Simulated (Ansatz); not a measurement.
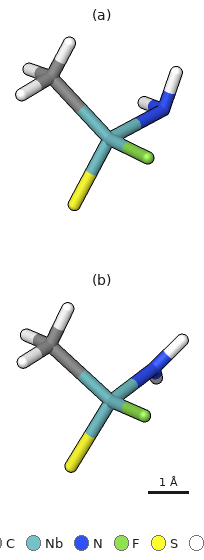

The structure of CH$_{5}$FNNbS (coarse preliminary run) before (top) and after (bottom) a relaxation, at one scale.

The picture is a stick view, seen from a free direction.

The start comes from a force field.

Computed with RKS PBE-D4/def2-SVP (Ansatz).

The input:
```yaml
crystal:
  periodic: [false, false, false]
  atoms:
    - {symbol: C, position_ang: [-1.324000, -0.801600, -0.002200]}
    - {symbol: Nb, position_ang: [0.277500, 0.577000, -0.605700]}
    - {symbol: N, position_ang: [1.835700, 0.383100, 0.766300]}
    - {symbol: F, position_ang: [0.991000, 0.097100, -2.421300]}
    - {symbol: S, position_ang: [-0.378400, 2.511700, -0.631300]}
    - {symbol: H, position_ang: [-1.730700, -0.459100, 0.996100]}
    - {symbol: H, position_ang: [-0.985100, -1.803500, 0.003600]}
    - {symbol: H, position_ang: [-2.165300, -0.642500, -0.748600]}
    - {symbol: H, position_ang: [1.507500, 0.727200, 1.744000]}
    - {symbol: H, position_ang: [2.054900, -0.640400, 0.902000]}
basis:
  gaussian: {orbitals: def2-SVP}
hamiltonian: {xc: pbe, dispersion: d4}
relax: {f_tol: 0.03, max_steps: 200}
```

Run as
```bash
ansatz run in.yaml --threads 4 --pin off --events-out ev --progress --plain --max-ram 10444MiB
```

What changed between the two?

Answer. After 8 geometry steps the energy has fallen by 24.2 kcal/mol. The largest force component goes from 4.9 to 0.02 eV/Å. The largest move after the best rigid fit is that of H9, 0.40 Å. By element the largest moves are H 0.40 Å, N 0.29 Å, F 0.20 Å, S 0.20 Å, C 0.10 Å, Nb 0.09 Å. Near-neighbour distances that change, for instance: Nb2–N3 2.085 → 1.958 Å, Nb2–F4 2.009 → 1.886 Å, Nb2–S5 2.043 → 2.162 Å, N3–H9 1.087 → 1.026 Å. Among the angles between lasting bonds that change: Nb2–N3–H9 109.7° → 127.2°, Nb2–N3–H10 109.3° → 122.7°, N3–Nb2–F4 107.9° → 115.9°.
